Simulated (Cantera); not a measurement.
A closed system holds: 1 mol (CH3)2SiCl2, a varied amount of H2, held at 1625 °C and 0.100 bar.

These are equilibrium values from Cantera (NASA tables, ideal gas, pure condensed phases), not measurements of a reactor. Candidate condensed phases: C, C6H6, C7H8, C8H18, Si, SiC; 109 gas species. The feed counts by its element totals alone. Kinetics and transport are ignored.

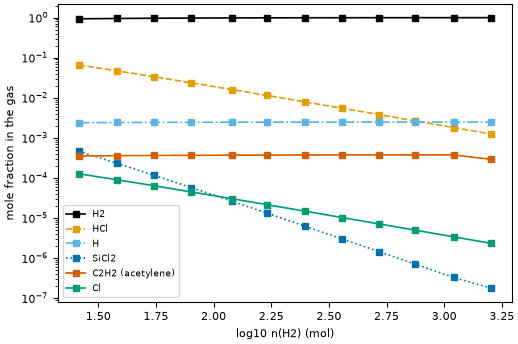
Fig. 1. Equilibrium gas composition (values under 1e-9 drawn at 1e-9)

**Question.** Read off the mole fractions at 1100 mol H2.

**Answer.** H2 about 1.00, H about 0.0025, HCl about 0.0018, C2H2 (acetylene) about 0.00037, Cl about 3.4e-6, SiCl2 about 3.3e-7.
